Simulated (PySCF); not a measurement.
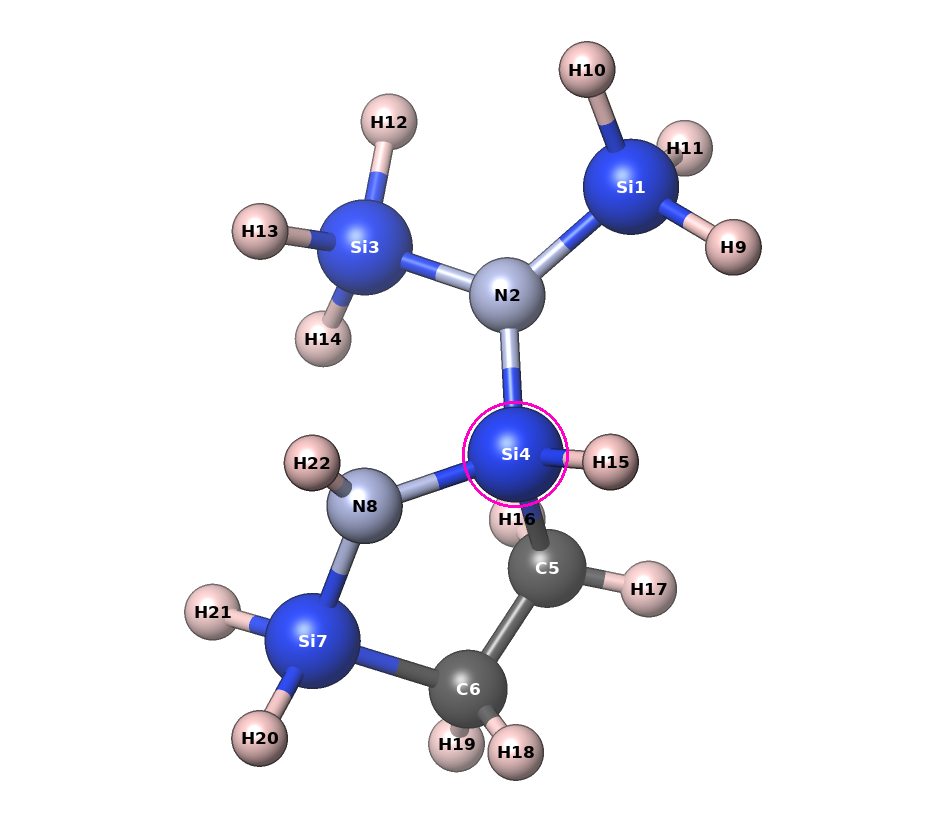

Distant atoms are faded towards the background colour. Circles mark the stereogenic atoms. Computed geometry: PBE0-D3(BJ)/def2-SVP optimisation. No frequency run is at hand to confirm it as a minimum.

> Give the R/S and E/Z labels.

Si4: R (priorities N2 > N8 > C5 > H15).

> Write the isomeric SMILES.

[SiH3]N([SiH3])[Si@@H]1CC[SiH2]N1
